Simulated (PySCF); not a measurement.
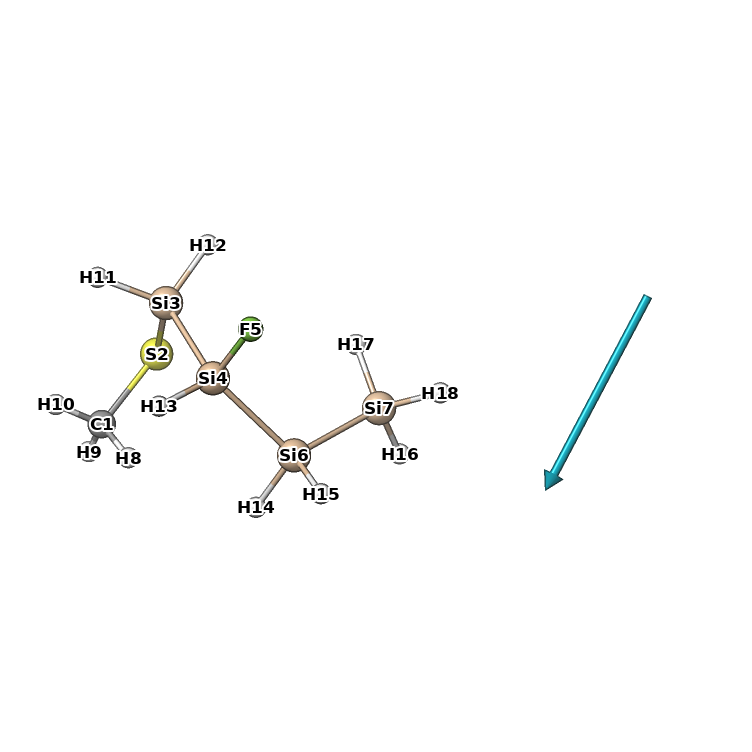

The arrow beside the molecule shows the direction of the dipole moment, from the negative to the positive end (its length means nothing). The computed structure is the end point of a GFN2-xTB optimisation. No frequency run is at hand to confirm it as a minimum. Level of theory: PBE0/pcSseg-1, gas phase (PySCF 2.14.0).

> How large is the dipole moment?

1.88 D; it points from the side of H12 to the side of H9 (the outermost atoms at the two ends).

The geometry is semi-empirical. Around Si such bond lengths and angles can be off by a tenth of an ångström or more and by several degrees, and values that hang on the shape move with them.
